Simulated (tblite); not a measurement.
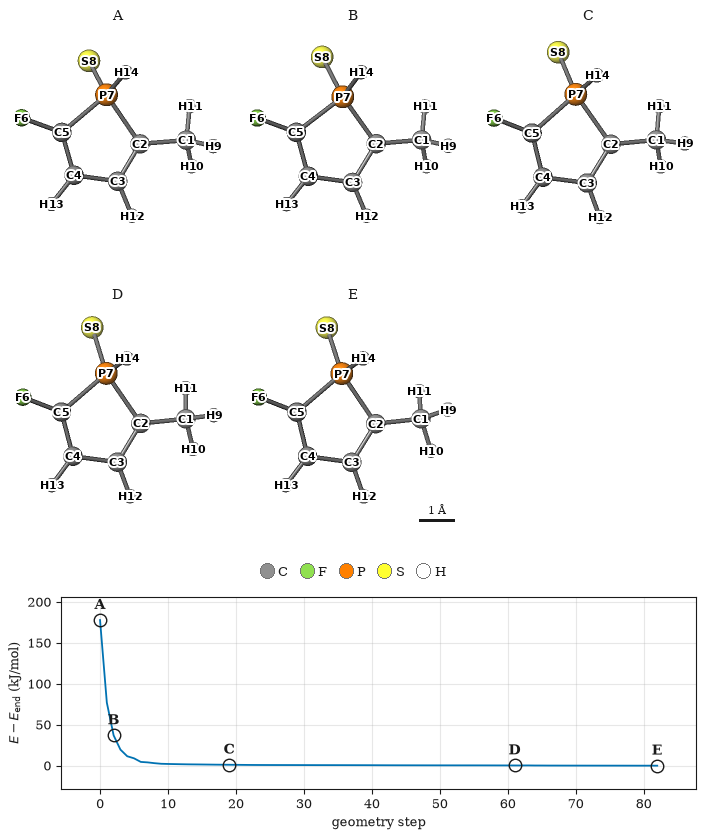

Frames of a relaxation of C₅H₆FPS, marked on the history of the run. The picture is a ball-and-stick view, seen from a free direction.

All numbers below come from GFN2-xTB geometry optimisation, gas phase in tblite 0.8.0. 

Describe the path.

After 82 geometry steps the energy has fallen by 177.9 kJ/mol. H9 moves most after the best rigid fit: 0.45 Å. Largest moves by element: H 0.45 Å, S 0.37 Å, C 0.08 Å, F 0.06 Å, P 0.02 Å. Some distances before and after: P7–S8 1.701 → 1.928 Å, C2–C3 1.295 → 1.343 Å, C5–F6 1.377 → 1.333 Å, C5–P7 1.801 → 1.832 Å. Among the angles between lasting bonds that change: C2–P7–H14 113.2° → 104.5°, C5–P7–S8 113.2° → 120.2°, H9–C1–H11 113.5° → 107.5°. Groups turn about C1–C2 by about 20°. Cost: 0.55 s on 1 thread of Arm Neoverse V1, on a shared host. From step 0 to 2: S8 moves most (0.19 Å), energy −140.8 kJ/mol. From step 2 to 19: P7 moves most (0.17 Å), energy −35.9 kJ/mol. From step 19 to 61: H11 moves most (0.23 Å), energy −0.85 kJ/mol. From step 61 to 82: H atoms move most (0.16 Å), energy −0.27 kJ/mol.
